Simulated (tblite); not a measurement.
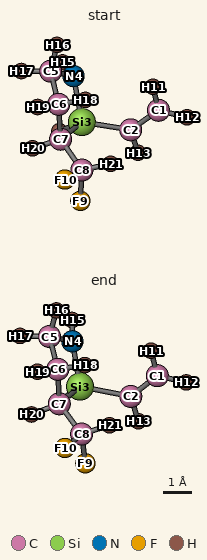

The structure of C₆H₁₁F₂NSi before (top) and after (bottom) a relaxation, at one scale.

Style: ball-and-stick. Shown at a tilt.

Theory: GFN2-xTB geometry optimisation, gas phase in tblite 0.8.0. 

What changed between the two?

Answer. The energy falls by 7.48 kcal/mol in 69 geometry steps. The largest move after the best rigid fit is that of an H atom, 0.47 Å. By element the largest moves are H 0.47 Å, F 0.22 Å, Si 0.07 Å, C 0.07 Å, N 0.05 Å. Some distances before and after: C–Si 1.800 → 1.882 Å, C–C 1.353 → 1.325 Å, C–N 1.476 → 1.451 Å, C–C 1.550 → 1.528 Å. Bond angles that change, for instance: Si–N–H 111.5° → 124.9°, N–Si–H 107.2° → 117.7°, C–N–H 111.0° → 114.7°. The run took 0.67 s on 1 thread of Arm Neoverse V1, on a shared host.
